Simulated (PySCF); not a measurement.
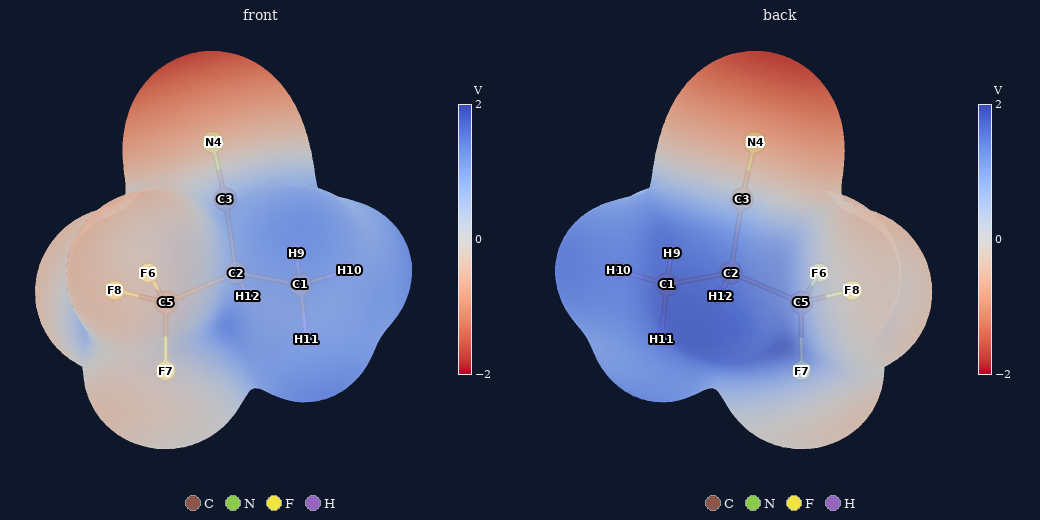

Figure 1: C$_{4}$H$_{4}$F$_{3}$N (SMILES C[C@H](C#N)C(F)(F)F). The molecular electrostatic potential painted on the density surface at 0.002 e/bohr³, seen from the front and from behind; the colour scale runs from red (negative) to blue (positive).

Geometry: GFN2-xTB, MD frame at 250 fs, 200 K.

Method: PBE0/pcSseg-1, SCF density, gas phase, non-relativistic (PySCF).

Input

```
{"job": {"kind": "nmr", "xc": "PBE0", "basis": "pcSseg-1", "pop": false}, "charge": 0, "multiplicity": 1}
C      1.071300     0.336000    -0.034400
C     -0.425300     0.450200    -0.292900
C     -0.960600     1.544000     0.463000
N     -1.472400     2.395900     1.012700
C     -1.305300    -0.767000     0.056800
F     -1.235600    -1.019000     1.352600
F     -0.937600    -1.919900    -0.505200
F     -2.565600    -0.568900    -0.220400
H      1.274000     0.311900     1.079900
H      1.624300     1.166400    -0.482400
H      1.505300    -0.587900    -0.435800
H     -0.579800     0.681100    -1.382900
```

Run with:

```sh
OMP_NUM_THREADS=1 python probes_run.py task.json out
```

### Which sites attract a positive test charge, and which a negative one?

A positive charge is drawn to the negative regions and a negative charge to the positive ones. The most negative region (about −1.7 V) lies over N4, the most positive (about +1.8 V) over C5 and H12. N4 is the likeliest acceptor of a hydrogen bond.
